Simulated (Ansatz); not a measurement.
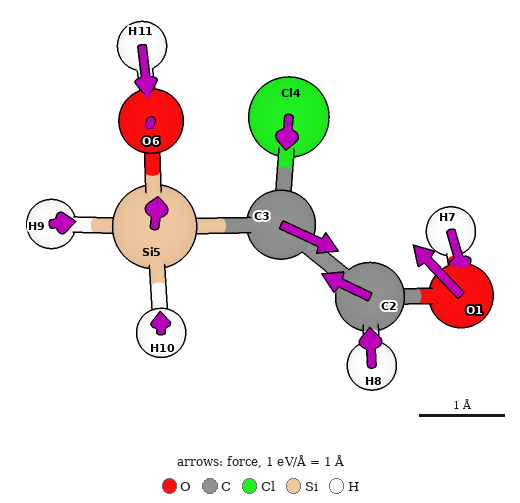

Starting geometry of C₂H₅ClO₂Si with the computed forces as purple arrows. Style: ball-and-stick. Shown from a free direction.

The start comes from PBE-D4/def2-SVP.

These are results of Ansatz, RKS PBE0-D4/def2-TZVP, not measurements. Set-up: force threshold 0.005 eV/Å; at most 150 steps.

Is this structure relaxed? If not, where do the atoms go?

Answer. It isn't relaxed: the largest force vector, on O6, is 1.05 eV/Å. The final displacements follow the starting forces only in part (cosine between the two patterns 0.32). Over 11 geometry steps the energy falls by 1.83 kcal/mol. Largest force component: 0.71 eV/Å at the start, 0.0047 eV/Å at the end. The largest move after the best rigid fit is that of H11, 0.11 Å. Largest moves by element: H 0.11 Å, Cl 0.10 Å, O 0.06 Å, Si 0.04 Å, C 0.04 Å. Near-neighbour distances that change, for instance: Si5–O6 1.682 → 1.644 Å, C3–Cl4 1.781 → 1.751 Å, C2–C3 1.361 → 1.338 Å, Si5–H9 1.506 → 1.486 Å. Among the angles between lasting bonds that change: Si5–O6–H11 115.1° → 117.9°.
